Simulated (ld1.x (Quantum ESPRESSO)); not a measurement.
**Ce: variants of one TM potential**

Aim: generate and test one potential in full, then change one design choice at a time and see what happens to hardness, ghosts and transferability.

Method: ld1.x (Quantum ESPRESSO) 7.5, PBE, scalar-relativistic.

### 1 The design

The settings as typed:

```
element                        : cerium (Ce, Z = 58)
type                           : norm-conserving Troullier–Martins (Kleinman–Bylander form)
frozen core                    : [Kr] 4d10 5s2
valence charge                 : 10
reference configuration        : 4f1 5p6 5d1 6s1 6p1
partial waves                  : 5p (bound): rc 3.00 bohr; 5d (bound): rc 2.50 bohr; 4f (bound): rc 0.95 bohr; 6s (bound): rc 3.40 bohr
occupied shells without a wave : 6p
local potential                : the s channel
core correction                : not asked for
```

An earlier all-electron run gives the scale for the radii.

All-electron outer shells of the reference configuration (PBE, scalar-relativistic, ld1.x):

```csv
shell,level (eV),outermost node (bohr),outermost maximum (bohr)
4d,-111.62,0.31,0.66
5s,-41.73,0.75,1.37
5p,-24.34,0.81,1.55
4f,-6.51,–,0.71
6s,-4.37,1.81,3.68
5d,-3.96,0.92,2.15
6p,-1.87,2.14,4.84
```

### 2 The first potential

Contents of Ce.in:

```
 &input
   title='Ce', zed=58., rel=1, dft='PBE', iswitch=3,
   config='[Xe] 4f1 5d1 6s1 6p1',
   nld=4, rlderiv=3.70, eminld=-4.0, emaxld=5.0, deld=0.02
 /
 &inputp
   pseudotype=2, tm=.true., lloc=0,
   nlcc=.false.,
   file_pseudopw='Ce.UPF', file_wfcaegen='ae.wfc', file_wfcncgen='nc.wfc', file_beta='beta', file_chi='chi'
 /
4
5P  2  1   6.00   0.00  3.00  3.00  0.0
5D  3  2   1.00   0.00  2.50  2.50  0.0
4F  4  3   1.00   0.00  0.95  0.95  0.0
6S  1  0   1.00   0.00  3.40  3.40  0.0
 &test
   configts(1)='4f1 5p6 5d1 6s1 6p1'
 /
```

Launch:

```
$ ld1.x < Ce.in > Ce.out
```

The output, Ce.out (without the banner and most projector matrices):

```text
     Program LD1 v.7.5
     --------------------------- All-electron run ----------------------------

     Ce
     scalar relativistic calculation

     atomic number is 58.00
     dft =PBE   lsd =0 sic =0 latt =0  beta=0.20 tr2=1.0E-14
     Exchange-correlation= PBE
                           (   1   4   3   4   0   0   0)
     mesh =1255 r(mesh) = 100.94310 a.u. xmin = -7.00 dx = 0.01250
     1 Ry =  13.60569312 eV, c = 137.03599908

     n l     nl                  e(Ry)          e(Ha)          e(eV)
     1 0     1S 1( 2.00)     -2959.9664     -1479.9832    -40272.3951
     2 0     2S 1( 2.00)      -474.0022      -237.0011     -6449.1284
     2 1     2P 1( 6.00)      -424.5081      -212.2540     -5775.7264
     3 0     3S 1( 2.00)      -102.1348       -51.0674     -1389.6148
     3 1     3P 1( 6.00)       -86.3962       -43.1981     -1175.4808
     4 0     4S 1( 2.00)       -20.7334       -10.3667      -282.0921
     4 1     4P 1( 6.00)       -15.5964        -7.7982      -212.1992
     3 2     3D 1(10.00)       -64.0475       -32.0238      -871.4112
     5 0     5S 1( 2.00)        -3.0668        -1.5334       -41.7264
     5 1     5P 1( 6.00)        -1.7893        -0.8947       -24.3452
     4 2     4D 1(10.00)        -8.2041        -4.1021      -111.6227
     4 3     4F 1( 1.00)        -0.4784        -0.2392        -6.5093
     5 2     5D 1( 1.00)        -0.2907        -0.1454        -3.9556
     6 0     6S 1( 1.00)        -0.3210        -0.1605        -4.3674
     6 1     6P 1( 1.00)        -0.1371        -0.0685        -1.8651

     final scf error:  7.3E-15 reached in  33 iterations

     Etot =  -17720.740145 Ry,   -8860.370073 Ha, -241102.952329 eV

     Ekin =   18783.207672 Ry,    9391.603836 Ha,  255558.559456 eV
     Encl =  -42921.116598 Ry,  -21460.558299 Ha, -583971.540925 eV
     Eh   =    6835.491411 Ry,    3417.745705 Ha,   93001.598476 eV
     Exc  =    -418.322630 Ry,    -209.161315 Ha,   -5691.569337 eV

     normalization and overlap integrals

     s(1S/1S) =  1.000000  <r> =   0.0246  <r2> =    0.0008  r(max) =   0.0158
     s(2S/2S) =  1.000000  <r> =   0.1052  <r2> =    0.0131  r(max) =   0.0887
     s(2P/2P) =  1.000000  <r> =   0.0924  <r2> =    0.0104  r(max) =   0.0717
     s(3S/3S) =  1.000000  <r> =   0.2786  <r2> =    0.0887  r(max) =   0.2534
     s(3P/3P) =  1.000000  <r> =   0.2767  <r2> =    0.0887  r(max) =   0.2502
     s(4S/4S) =  1.000000  <r> =   0.6373  <r2> =    0.4581  r(max) =   0.5928
     s(4P/4P) =  1.000000  <r> =   0.6748  <r2> =    0.5175  r(max) =   0.6154
     s(3D/3D) =  1.000000  <r> =   0.2536  <r2> =    0.0758  r(max) =   0.2049
     s(5S/5S) =  1.000000  <r> =   1.5169  <r2> =    2.5835  r(max) =   1.3697
     s(5P/5P) =  1.000000  <r> =   1.7559  <r2> =    3.4913  r(max) =   1.5520
     s(4D/4D) =  1.000000  <r> =   0.7442  <r2> =    0.6422  r(max) =   0.6551
     s(4F/4F) =  1.000000  <r> =   1.1006  <r2> =    1.6060  r(max) =   0.7061
     s(5D/5D) =  1.000000  <r> =   2.8561  <r2> =    9.8012  r(max) =   2.1480
     s(6S/6S) =  1.000000  <r> =   4.2776  <r2> =   20.6840  r(max) =   3.6769
     s(6P/6P) =  1.000000  <r> =   5.7102  <r2> =   37.1555  r(max) =   4.8407

     ------------------------ End of All-electron run ------------------------

     --------------------- Generating NC pseudopotential ---------------------

      Generating local pot.: lloc=0, matching radius rcloc =   3.4000

      Wfc   5P  rcut= 2.973  Using Troullier-Martins method

      Wfc   5D  rcut= 2.496  Using Troullier-Martins method

      Wfc   4F  rcut= 0.941  Using Troullier-Martins method

     ------------------- End of pseudopotential generation -------------------

     [... the all-electron block is printed once more ...]


     Computing logarithmic derivative in   3.69998

       Warning: n=4, l=3 expected 0 nodes, found 1
       Setting wfc to zero for this iteration
       (This warning will only be printed once per wavefunction)

     Message from routine run_pseudo:
     Warning: convergence not achieved
     Computing logarithmic derivative in   3.69998
     Computing the partial wave expansion
       no projector for channel:   0
     R is outside the sphere for l=    1 j= 0.00
     R is outside the sphere for l=    2 j= 0.00
     R is outside the sphere for l=    3 j= 0.00

     ---------------------- Testing the pseudopotential ----------------------

     Ce
     scalar relativistic calculation

     atomic number is 58.00   valence charge is 10.00
     dft =PBE   lsd =0 sic =0 latt =0  beta=0.20 tr2=1.0E-14
     mesh =1255 r(mesh) = 100.94310 xmin = -7.00 dx = 0.01250

     n l     nl             e AE (Ry)        e PS (Ry)    De AE-PS (Ry)
     4 3     4F   1( 1.00)       -0.47843       -0.47817       -0.00026
     2 1     5P   1( 6.00)       -1.78934       -1.78934       -0.00000
     3 2     5D   1( 1.00)       -0.29073       -0.29073       -0.00000
     1 0     6S   1( 1.00)       -0.32100       -0.32100        0.00000
     3 1     6P   1( 1.00)       -0.13708       -0.11210       -0.02498  !

     eps = 2.5E-11  iter =201

     Etot =  -17720.740145 Ry,   -8860.370073 Ha, -241102.952329 eV
     Etotps =   -49.936030 Ry,     -24.968015 Ha,    -679.414300 eV

     Ekin =      36.725387 Ry,      18.362693 Ha,     499.674340 eV
     Encl =     -68.592737 Ry,     -34.296369 Ha,    -933.251732 eV
     Ehrt =      40.094516 Ry,      20.047258 Ha,     545.513686 eV
     Ecxc =      -7.051890 Ry,      -3.525945 Ha,     -95.945852 eV
     Epseu=     -51.111306 Ry,     -25.555653 Ha,    -695.404742 eV

     ---------------------- End of pseudopotential test ----------------------
```

Run time: 5.5 s. Hardware: 1 thread, shared host. This counts the later configuration tests of the new file too.

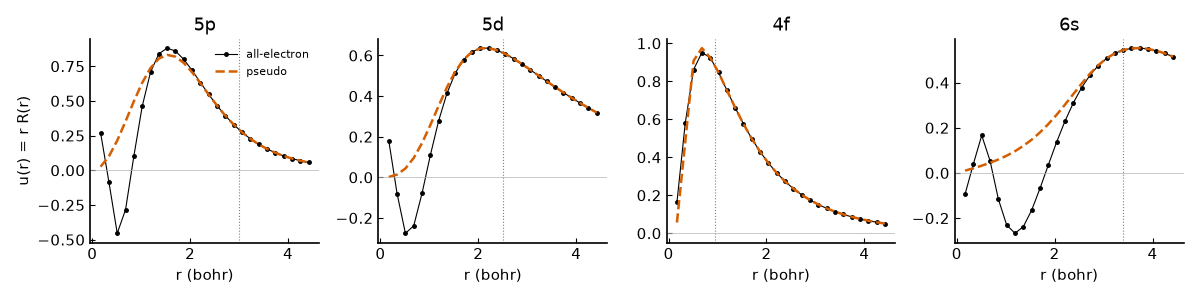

Bound waves of the atom and their pseudo partners (5p, 5d, 4f, 6s), with the matching radii dotted. The curves join 26 sampled radii, too few to resolve the innermost nodes.

### 3 Transferability test

Contents of Ce.test.in:

```
 &input
   title='Ce', zed=58., rel=1, dft='PBE', iswitch=2,
   config='[Xe] 4f1 5d1 6s1 6p1'
 /
 &test
   file_pseudo='Ce.UPF', nconf=8,
   configts(1)='4f1 5p6 5d1 6s1 6p1',
   configts(2)='4f1 5p6 5d1 6s2 6p0',
   configts(3)='4f1 5p6 5d1 6s1 6p0',
   configts(4)='4f1 5p6 5d1 6s0 6p0',
   configts(5)='4f1 5p6 5d1 6s1.5 6p0',
   configts(6)='4f0 5p6 5d1 6s2 6p0',
   configts(7)='4f1 5p6 5d1.5 6s1.5 6p0',
   configts(8)='4f0 5p6 5d0 6s0 6p0'
 /
```

Launch:

```
$ ld1.x < Ce.test.in > Ce.test.out
```

Ce.test.out, the pseudopotential blocks, each with the warnings that came before it:

```text
     Warning: convergence not achieved
     Warning: n=4, l=3 expected 0 nodes, found 1
     ---------------------- Testing the pseudopotential ----------------------

     Ce
     scalar relativistic calculation

     atomic number is 58.00   valence charge is 10.00
     dft =PBE   lsd =0 sic =0 latt =0  beta=0.20 tr2=1.0E-14
     mesh =1255 r(mesh) = 100.94310 xmin = -7.00 dx = 0.01250

     n l     nl             e AE (Ry)        e PS (Ry)    De AE-PS (Ry)
     4 3     4F   1( 1.00)       -0.47843       -0.47817       -0.00026
     2 1     5P   1( 6.00)       -1.78934       -1.78934       -0.00000
     3 2     5D   1( 1.00)       -0.29073       -0.29073       -0.00000
     1 0     6S   1( 1.00)       -0.32100       -0.32100        0.00000
     3 1     6P   1( 1.00)       -0.13708       -0.11210       -0.02498  !

     eps = 1.6E-11  iter =201

     Etot =  -17720.740145 Ry,   -8860.370073 Ha, -241102.952328 eV
     Etotps =   -49.936030 Ry,     -24.968015 Ha,    -679.414300 eV

     Ekin =      36.725387 Ry,      18.362693 Ha,     499.674340 eV
     Encl =     -68.592737 Ry,     -34.296369 Ha,    -933.251732 eV
     Ehrt =      40.094516 Ry,      20.047258 Ha,     545.513686 eV
     Ecxc =      -7.051890 Ry,      -3.525945 Ha,     -95.945852 eV
     Epseu=     -51.111306 Ry,     -25.555653 Ha,    -695.404742 eV

     ---------------------- End of pseudopotential test ----------------------

     Warning: convergence not achieved
     ---------------------- Testing the pseudopotential ----------------------

     Ce
     scalar relativistic calculation

     atomic number is 58.00   valence charge is 10.00
     dft =PBE   lsd =0 sic =0 latt =0  beta=0.20 tr2=1.0E-14
     mesh =1255 r(mesh) = 100.94310 xmin = -7.00 dx = 0.01250

     n l     nl             e AE (Ry)        e PS (Ry)    De AE-PS (Ry)
     4 3     4F   1( 1.00)       -0.39554       -0.37454       -0.02101  !
     2 1     5P   1( 6.00)       -1.70700       -1.68206       -0.02493  !
     3 2     5D   1( 1.00)       -0.22482       -0.20274       -0.02208  !
     1 0     6S   1( 2.00)       -0.27522       -0.25929       -0.01593  !
     3 1     6P   1( 0.00)       -0.09909       -0.06515       -0.03394  !

     eps = 2.7E-12  iter =201

     Etot =  -17720.920199 Ry,   -8860.460100 Ha, -241105.402089 eV
     Etotps =   -50.137589 Ry,     -25.068795 Ha,    -682.156654 eV
     dEtot_ae =      -0.180054 Ry
     dEtot_ps =      -0.201559 Ry,   Delta E=       0.021505 Ry

     Ekin =      36.480196 Ry,      18.240098 Ha,     496.338352 eV
     Encl =     -69.692729 Ry,     -34.846365 Ha,    -948.217890 eV
     Ehrt =      41.077280 Ry,      20.538640 Ha,     558.884862 eV
     Ecxc =      -7.146124 Ry,      -3.573062 Ha,     -97.227966 eV
     Epseu=     -50.856212 Ry,     -25.428106 Ha,    -691.934012 eV

     ---------------------- End of pseudopotential test ----------------------

     Warning: convergence not achieved
     Warning: n=2, l=1 expected 0 nodes, found 1
     ---------------------- Testing the pseudopotential ----------------------

     Ce
     scalar relativistic calculation

     atomic number is 58.00   valence charge is 10.00
     dft =PBE   lsd =0 sic =0 latt =0  beta=0.20 tr2=1.0E-14
     mesh =1255 r(mesh) = 100.94310 xmin = -7.00 dx = 0.01250

     n l     nl             e AE (Ry)        e PS (Ry)    De AE-PS (Ry)
     4 3     4F   1( 1.00)       -0.82941       -0.79524       -0.03416  !
     2 1     5P   1( 6.00)       -2.13984       -2.10647       -0.03337  !
     3 2     5D   1( 1.00)       -0.62936       -0.60150       -0.02786  !
     1 0     6S   1( 1.00)       -0.62399       -0.60483       -0.01917  !
     3 1     6P   1( 0.00)       -0.40113       -0.34581       -0.05533  !

     eps = 4.3E-12  iter =201

     Etot =  -17720.474066 Ry,   -8860.237033 Ha, -241099.332135 eV
     Etotps =   -49.708864 Ry,     -24.854432 Ha,    -676.323549 eV
     dEtot_ae =       0.266079 Ry
     dEtot_ps =       0.227166 Ry,   Delta E=       0.038913 Ry

     Ekin =      36.582869 Ry,      18.291434 Ha,     497.735285 eV
     Encl =     -65.408820 Ry,     -32.704410 Ha,    -889.932331 eV
     Ehrt =      37.111120 Ry,      18.555560 Ha,     504.922514 eV
     Ecxc =      -6.877035 Ry,      -3.438518 Ha,     -93.566833 eV
     Epseu=     -51.116998 Ry,     -25.558499 Ha,    -695.482184 eV

     ---------------------- End of pseudopotential test ----------------------

     ---------------------- Testing the pseudopotential ----------------------

     Ce
     scalar relativistic calculation

     atomic number is 58.00   valence charge is 10.00
     dft =PBE   lsd =0 sic =0 latt =0  beta=0.20 tr2=1.0E-14
     mesh =1255 r(mesh) = 100.94310 xmin = -7.00 dx = 0.01250

     n l     nl             e AE (Ry)        e PS (Ry)    De AE-PS (Ry)
     4 3     4F   1( 1.00)       -1.33614       -1.28690       -0.04924  !
     2 1     5P   1( 6.00)       -2.64115       -2.59971       -0.04143  !
     3 2     5D   1( 1.00)       -1.09179       -1.05772       -0.03407  !
     1 0     6S   1( 0.00)       -1.01157       -0.98868       -0.02289  !
     3 1     6P   1( 0.00)       -0.74086       -0.65751       -0.08335  !

     eps = 1.4E-15  iter =  9

     Etot =  -17719.659619 Ry,   -8859.829810 Ha, -241088.251027 eV
     Etotps =   -48.915409 Ry,     -24.457704 Ha,    -665.528037 eV
     dEtot_ae =       1.080526 Ry
     dEtot_ps =       1.020621 Ry,   Delta E=       0.059904 Ry

     Ekin =      36.702440 Ry,      18.351220 Ha,     499.362132 eV
     Encl =     -60.468426 Ry,     -30.234213 Ha,    -822.714853 eV
     Ehrt =      32.930877 Ry,      16.465438 Ha,     448.047400 eV
     Ecxc =      -6.592264 Ry,      -3.296132 Ha,     -89.692322 eV
     Epseu=     -51.488034 Ry,     -25.744017 Ha,    -700.530395 eV

     ---------------------- End of pseudopotential test ----------------------

     Warning: convergence not achieved
     ---------------------- Testing the pseudopotential ----------------------

     Ce
     scalar relativistic calculation

     atomic number is 58.00   valence charge is 10.00
     dft =PBE   lsd =0 sic =0 latt =0  beta=0.20 tr2=1.0E-14
     mesh =1255 r(mesh) = 100.94310 xmin = -7.00 dx = 0.01250

     n l     nl             e AE (Ry)        e PS (Ry)    De AE-PS (Ry)
     4 3     4F   1( 1.00)       -0.60249       -0.57531       -0.02718  !
     2 1     5P   1( 6.00)       -1.91382       -1.88475       -0.02907  !
     3 2     5D   1( 1.00)       -0.41909       -0.39419       -0.02490  !
     1 0     6S   1( 1.50)       -0.44456       -0.42708       -0.01748  !
     3 1     6P   1( 0.00)       -0.24457       -0.20019       -0.04437  !

     eps = 8.9E-12  iter =201

     Etot =  -17720.740769 Ry,   -8860.370385 Ha, -241102.960819 eV
     Etotps =   -49.966469 Ry,     -24.983235 Ha,    -679.828445 eV
     dEtot_ae =      -0.000624 Ry
     dEtot_ps =      -0.030439 Ry,   Delta E=       0.029815 Ry

     Ekin =      36.530685 Ry,      18.265342 Ha,     497.025284 eV
     Encl =     -67.643026 Ry,     -33.821513 Ha,    -920.330249 eV
     Ehrt =      39.134278 Ry,      19.567139 Ha,     532.448976 eV
     Ecxc =      -7.015002 Ry,      -3.507501 Ha,     -95.443969 eV
     Epseu=     -50.973404 Ry,     -25.486702 Ha,    -693.528488 eV

     ---------------------- End of pseudopotential test ----------------------

     ---------------------- Testing the pseudopotential ----------------------

     Ce
     scalar relativistic calculation

     atomic number is 58.00   valence charge is 10.00
     dft =PBE   lsd =0 sic =0 latt =0  beta=0.20 tr2=1.0E-14
     mesh =1255 r(mesh) = 100.94310 xmin = -7.00 dx = 0.01250

     n l     nl             e AE (Ry)        e PS (Ry)    De AE-PS (Ry)
     4 3     4F   1( 0.00)       -1.46819       -1.41854       -0.04964  !
     2 1     5P   1( 6.00)       -2.49942       -2.51903        0.01961  !
     3 2     5D   1( 1.00)       -0.83934       -0.82093       -0.01841  !
     1 0     6S   1( 2.00)       -0.72689       -0.69610       -0.03079  !
     3 1     6P   1( 0.00)       -0.46870       -0.39146       -0.07724  !

     eps = 4.6E-15  iter = 23

     Etot =  -17720.006452 Ry,   -8860.003226 Ha, -241092.969929 eV
     Etotps =   -49.233716 Ry,     -24.616858 Ha,    -669.858833 eV
     dEtot_ae =       0.733693 Ry
     dEtot_ps =       0.702314 Ry,   Delta E=       0.031379 Ry

     Ekin =      14.304643 Ry,       7.152322 Ha,     194.624590 eV
     Encl =     -63.335807 Ry,     -31.667904 Ha,    -861.727558 eV
     Ehrt =      33.787116 Ry,      16.893558 Ha,     459.697126 eV
     Ecxc =      -6.351281 Ry,      -3.175641 Ha,     -86.413585 eV
     Epseu=     -27.638387 Ry,     -13.819193 Ha,    -376.039407 eV

     ---------------------- End of pseudopotential test ----------------------

     Warning: convergence not achieved
     ---------------------- Testing the pseudopotential ----------------------

     Ce
     scalar relativistic calculation

     atomic number is 58.00   valence charge is 10.00
     dft =PBE   lsd =0 sic =0 latt =0  beta=0.20 tr2=1.0E-14
     mesh =1255 r(mesh) = 100.94310 xmin = -7.00 dx = 0.01250

     n l     nl             e AE (Ry)        e PS (Ry)    De AE-PS (Ry)
     4 3     4F   1( 1.00)       -0.33349       -0.30415       -0.02934  !
     2 1     5P   1( 6.00)       -1.64998       -1.62105       -0.02893  !
     3 2     5D   1( 1.50)       -0.18793       -0.16556       -0.02238  !
     1 0     6S   1( 1.50)       -0.25409       -0.23959       -0.01450  !
     3 1     6P   1( 0.00)       -0.08762       -0.05750       -0.03012  !

     eps = 1.3E-11  iter =201

     Etot =  -17720.891045 Ry,   -8860.445522 Ha, -241105.005422 eV
     Etotps =   -50.104827 Ry,     -25.052413 Ha,    -681.710894 eV
     dEtot_ae =      -0.150900 Ry
     dEtot_ps =      -0.168797 Ry,   Delta E=       0.017897 Ry

     Ekin =      36.861848 Ry,      18.430924 Ha,     501.530997 eV
     Encl =     -70.069868 Ry,     -35.034934 Ha,    -953.349118 eV
     Ehrt =      41.619056 Ry,      20.809528 Ha,     566.256106 eV
     Ecxc =      -7.228599 Ry,      -3.614300 Ha,     -98.350105 eV
     Epseu=     -51.287264 Ry,     -25.643632 Ha,    -697.798774 eV

     ---------------------- End of pseudopotential test ----------------------

     ---------------------- Testing the pseudopotential ----------------------

     Ce
     scalar relativistic calculation

     atomic number is 58.00   valence charge is 10.00
     dft =PBE   lsd =0 sic =0 latt =0  beta=0.20 tr2=1.0E-14
     mesh =1255 r(mesh) = 100.94310 xmin = -7.00 dx = 0.01250

     n l     nl             e AE (Ry)        e PS (Ry)    De AE-PS (Ry)
     4 3     4F   1( 0.00)       -3.46888       -3.38703       -0.08185  !
     2 1     5P   1( 6.00)       -4.41463       -4.42145        0.00682  !
     3 2     5D   1( 0.00)       -2.60437       -2.56165       -0.04272  !
     1 0     6S   1( 0.00)       -2.16375       -2.13863       -0.02513  !
     3 1     6P   1( 0.00)       -1.75724       -1.53497       -0.22227  !

     eps = 6.2E-16  iter =  9

     Etot =  -17715.474431 Ry,   -8857.737215 Ha, -241031.308632 eV
     Etotps =   -44.803502 Ry,     -22.401751 Ha,    -609.582700 eV
     dEtot_ae =       5.265715 Ry
     dEtot_ps =       5.132528 Ry,   Delta E=       0.133187 Ry

     Ekin =      12.499053 Ry,       6.249527 Ha,     170.058283 eV
     Encl =     -45.920846 Ry,     -22.960423 Ha,    -624.784945 eV
     Ehrt =      19.726096 Ry,       9.863048 Ha,     268.387209 eV
     Ecxc =      -4.927395 Ry,      -2.463697 Ha,     -67.040621 eV
     Epseu=     -26.180410 Ry,     -13.090205 Ha,    -356.202626 eV

     ---------------------- End of pseudopotential test ----------------------
```

Excitation and ionisation energies from 4f1 5p6 5d1 6s1 6p1, with the error of the potential. A star marks tests that logged a warning. The frozen-core shift comes from a second all-electron run, not shown, with the core orbitals held at their reference shape; it is that run's ΔE less the relaxed one.

```csv
valence configuration,charge,ΔE all-electron (eV),error AE − PS (meV),frozen-core shift (meV)
4f1 5p6 5d1 6s2 6p0 *,0,-2.450,+293,-0.1
4f1 5p6 5d1 6s1 6p0 *,+1,3.620,+529,+1.0
4f1 5p6 5d1 6s0 6p0,+2,14.701,+815,+3.7
4f1 5p6 5d1 6s1.5 6p0 *,+0.5,-0.008,+406,+0.3
4f0 5p6 5d1 6s2 6p0,+1,9.982,+427,+577
4f1 5p6 5d1.5 6s1.5 6p0 *,0,-2.053,+244,+2.1
4f0 5p6 5d0 6s0 6p0,+4,71.644,+1812,+990
```

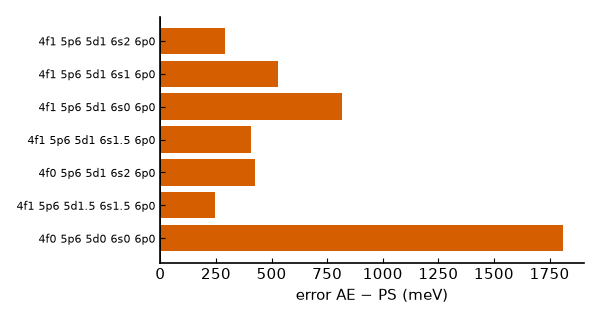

Error of the potential in each test configuration.

### 4 Scattering by logarithmic derivatives

Taken from the files of the generation run. The phase is arctan(r·u′/u) with u = r·R, unwrapped, with energies in Ry. A pole is an energy at which the radial function vanishes at the test radius. The pseudo phase is shifted by a multiple of π to meet the all-electron one at the reference energy. Levels narrower than the energy grid can be missing from the poles. The last column is the largest difference on the grid between −1 and +1 Ry.

| channel | radius (bohr) | reference (Ry) | poles AE | poles PS | window around the reference with phases within 0.05 rad (Ry) | largest difference near zero (rad) |
| --- | --- | --- | --- | --- | --- | --- |
| s | 3.70 | -0.32 | -3.05, 1.00 | 0.82, 3.19 | -3.0 to 1.1 | 0.033 |
| p | 3.70 | -1.79 | -1.74, 1.84 | -1.74, 2.94 | below -0.6 | 1.037 |
| d | 3.70 | -0.29 | 0.03, 3.40 | 0.05, 4.63 | below 0.7 | 0.071 |
| f | 3.70 | -0.48 | -0.46, 2.00 | -0.46, 3.55 | -0.5 to 0.0 | 0.845 |

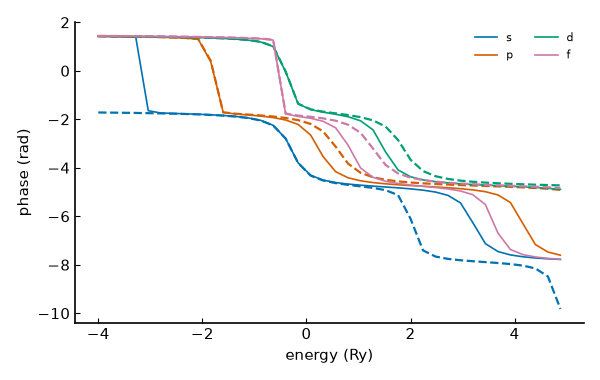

Phases by channel: all-electron solid, pseudo dashed.

[end of part 1 of 2]
